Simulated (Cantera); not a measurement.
Input: 1 mol CCl₄, 1.9 mol F₂, at 973 K.

Equilibrium computed with Cantera from the NASA thermochemical tables; the gas is ideal and each condensed phase is pure. Candidate condensed phases: C; 27 gas species. Gases not in the tables: C₂F₆ and larger saturated fluorocarbons, chlorinated aromatics. Equilibrium is a limit: real reactors are often held back by kinetics, nucleation or transport.

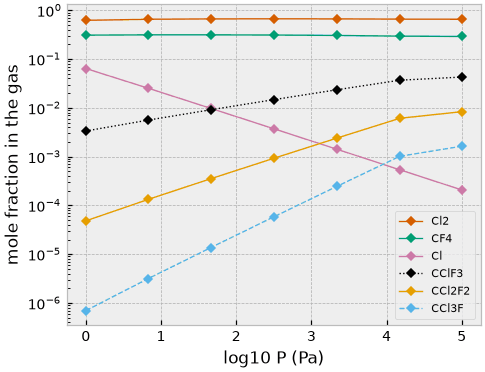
Figure. Equilibrium gas composition (values under 1e-9 drawn at 1e-9)

### Question
Read off the mole fractions at 1.00 Pa.

### Answer
Cl₂ about 0.62, CF₄ about 0.31, Cl about 0.064, CClF₃ about 0.0034, CCl₂F₂ about 4.8e-5, CCl₃F about 7.0e-7.
